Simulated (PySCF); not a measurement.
Molecule: Si(H)(Et)2(Vi), SMILES C(C)[SiH](CC)C=C (C₆H₁₄Si). Atoms near the plane z = 0.0 Å, at the GFN2-xTB optimised geometry (x, y, z in Å): Si1 (0.1, -0.4, 0.0), C6 (-0.5, 1.4, 0.0), H8 (1.6, -0.4, 0.0), H14 (-0.4, -3.3, 0.7), H17 (-1.6, 1.4, 0.0), H18 (-0.2, 1.9, -0.9).

Level of theory: PySCF with PBE0/def2-SVP. Cells within 0.4 Å of a nucleus heavier than hydrogen are left out (blank, or x). The values are rescaled to run from 0 to 1.

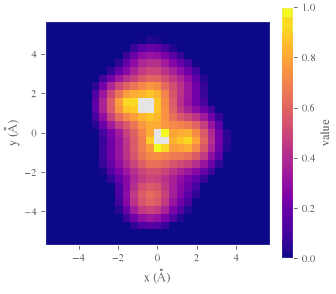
Fig. 1. a field on the plane z = 0.0 Å.

### Question
Which quantity is mapped?
A) an orbital amplitude
B) deformation density (molecule minus spherical neutral atoms)
C) electrostatic potential
D) log10 of the electron density

### Answer
D, log10 of the electron density. In full: log10 of the electron density (e/bohr³), floored at −4.
